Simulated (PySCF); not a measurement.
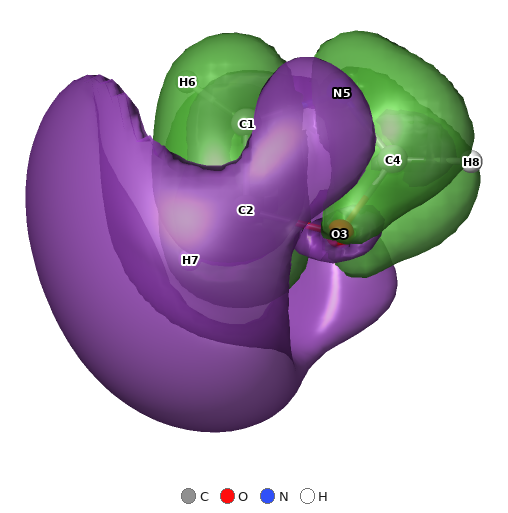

Figure. C₃H₃NO, SMILES `c1cocn1`. Unrelaxed difference density of S₃ less the ground state (full linear response singlet states), ±0.005 e/Å³; purple: gain, green: loss.

Computed with PySCF, CAM-B3LYP/6-311+G**, geometry: GFN2-xTB. No frequency check shows the geometry to be a minimum.

Question: How does the charge move on excitation?

Answer: 0.85 e is displaced in all, largely into diffuse regions outside the molecule. The state: 6.74 eV (184 nm), f = 0.013, π → diffuse (Rydberg-like) orbital; the leading pair carries 100 %; hole on C2 (34 %), C1 (25 %) and C4 (20 %), electron on C2 (26 %), H7 (19 %) and C1 (16 %) (atom shares of so diffuse an orbital are rough); their centroids lie 0.9 Å apart.

Run time: 5.4 min on 1 thread of Intel(R) Xeon(R) Platinum 8488C (Sapphire Rapids), with other jobs on the host, peak memory 0.79 GiB.
